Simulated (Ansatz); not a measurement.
Consider CH8OSiSn.

The calculation's input:

```
crystal:
  periodic: [false, false, false]
  atoms:
    - { symbol: O, position_ang: [-2.0935, 1.1767, -0.5667] }
    - { symbol: Sn, position_ang: [-0.5447, 1.3671, 0.5777] }
    - { symbol: C, position_ang: [0.2652, -0.576, 0.8738] }
    - { symbol: Si, position_ang: [1.70222, -0.51313, 2.09492] }
    - { symbol: H, position_ang: [-1.7846, 0.9277, -1.4748] }
    - { symbol: H, position_ang: [-0.9961, 2.0747, 2.1207] }
    - { symbol: H, position_ang: [0.6751, 2.3937, -0.1958] }
    - { symbol: H, position_ang: [0.53751, -1.03177, -0.03821] }
    - { symbol: H, position_ang: [-0.57075, -1.25056, 1.34643] }
    - { symbol: H, position_ang: [1.3029, 0.08788, 3.30078] }
    - { symbol: H, position_ang: [2.74982, 0.3383, 1.38525] }
    - { symbol: H, position_ang: [2.23988, -1.85383, 2.26687] }
basis:
  gaussian: { orbitals: def2-SVP }
hamiltonian:
  xc: r2scanh
  dispersion: d4
relax:
  f_tol: 0.015
  max_steps: 40
output:
  orbitals: {}
```

Launched as:

```sh
ansatz run input.yaml --threads 2 --pin off --max-ram 3072MiB --backend cpu --events-out ev --progress --plain --runs-dir out
```

The fields are those of the relaxed geometry.

Core potentials replace the inner electrons of Sn.

Method: Ansatz, RKS r2SCANh-D4/def2-SVP.

### Predict the electron density and electron localisation function between the atoms.

C–Si (1.87 Å): the density is about 0.93 e/Å³ at the midpoint; the ELF peaks at about 0.95 between the atoms, as expected for localised, covalent bonding.
Sn–O (1.99 Å): ρ is about 0.71 e/Å³ halfway; the ELF peaks at about 0.85 in the valence shell of O, 0.6 Å from its nucleus, and drops to about 0.15 between the two atoms.
C–Sn (2.16 Å): ρ at the midpoint is about 0.66 e/Å³; the ELF peaks at about 0.90 in the valence shell of C, 0.7 Å from its nucleus, and drops to about 0.20 between the two atoms.
Si–H (1.49 Å): ρ is about 0.76 e/Å³ halfway; the ELF climbs to about 1 towards the hydrogen, as it does in any bond to H.

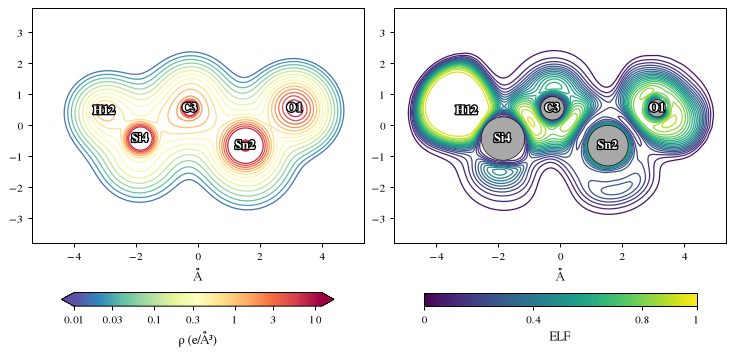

Computed electron density and electron localisation function on the plane of atoms O1, Sn2 and C3, in this order. Grey discs cover the atomic cores in the ELF map. 
